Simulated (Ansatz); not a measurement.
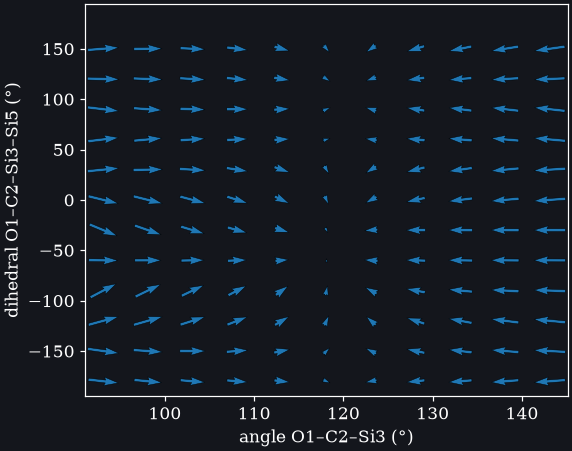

CH5FOSi2, SMILES O=C[SiH](F)[SiH3]. The first coordinate is: angle O1–C2–Si3; the second: dihedral O1–C2–Si3–Si5. Nothing is relaxed (all other coordinates rigid). The scan uses an 11 × 12 grid. All numbers below come from RKS PBE0-D4/def2-SVP (Ansatz 0.2.0).

In the figure: arrows along the force (downhill), their lengths compressed.

> The arrows alone are given. Where are the wells?

The arrows converge at about angle O1–C2–Si3 = 118°, dihedral O1–C2–Si3–Si5 = −55°; about angle O1–C2–Si3 = 120°, dihedral O1–C2–Si3–Si5 = 105° (8 kJ/mol up) (read from the interpolated surface).

The energy map of the same scan:

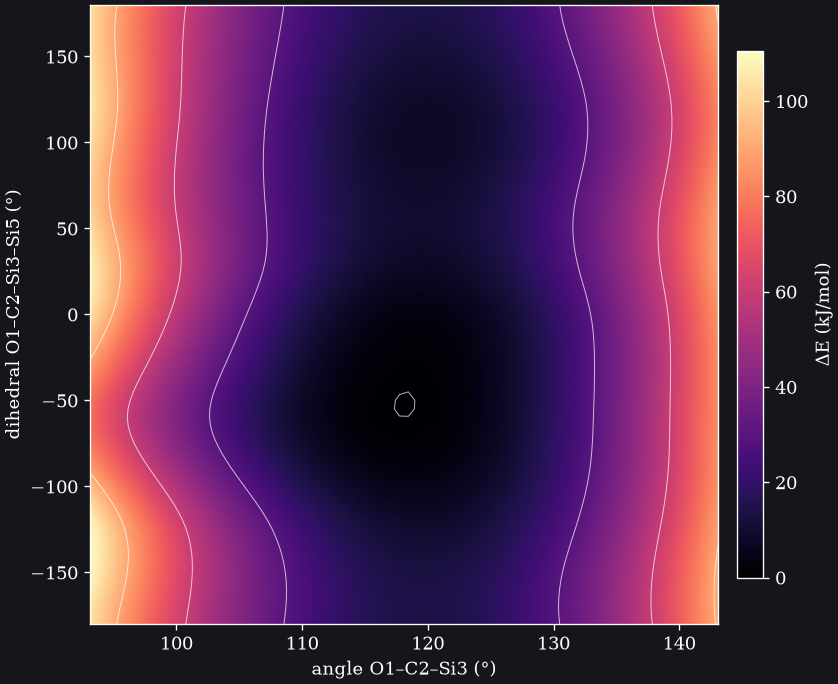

Energies are in kJ/mol, from the lowest grid point; between grid points the surface is interpolated.
